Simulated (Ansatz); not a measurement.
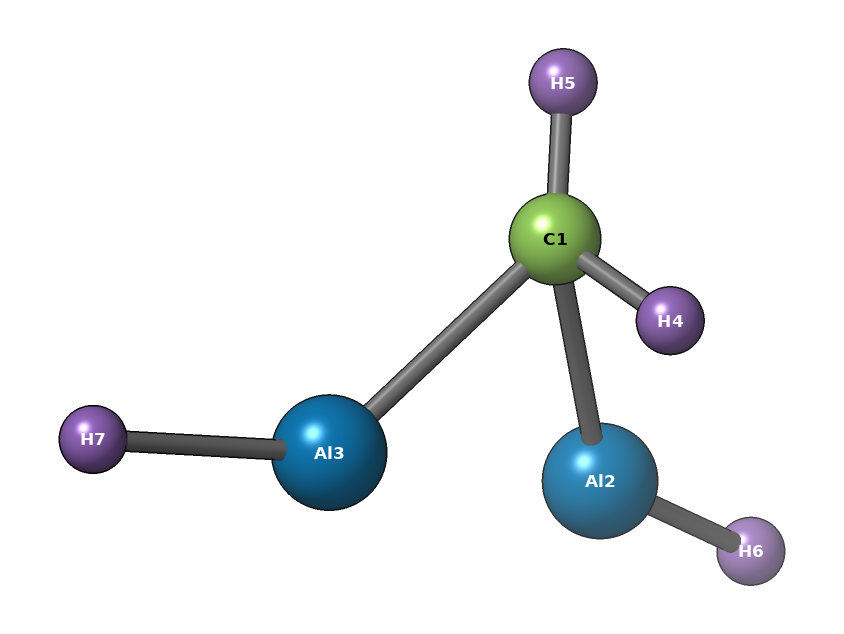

The picture comes from a calculation with Ansatz.

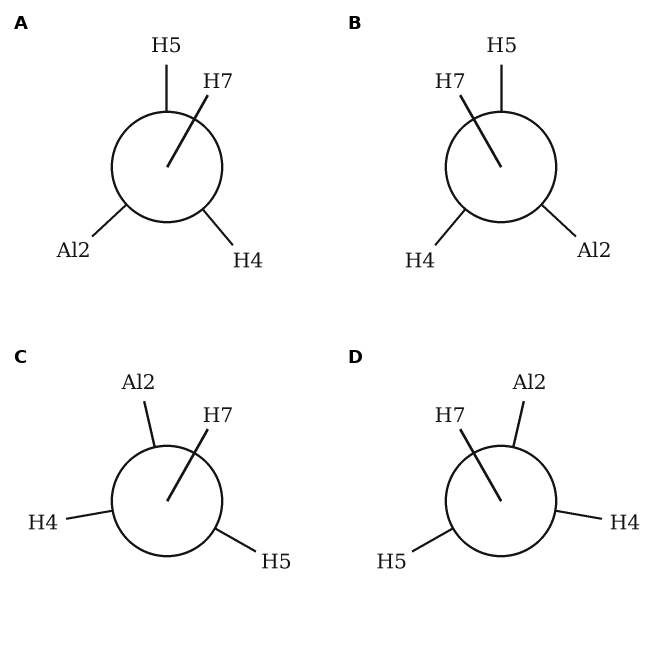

Distant atoms are faded towards the background colour. Bonds that would overlap in a projection are set slightly apart. Geometry: atoms displaced at random (about 0.12 Å) from a stationary point of PBE0-D4.

Q: Which Newman projection shows the view along Al3–C1, with Al3 in front?

A: A. The torsion angle H7–Al3–C1–Al2 is −163°, antiperiplanar (anti).
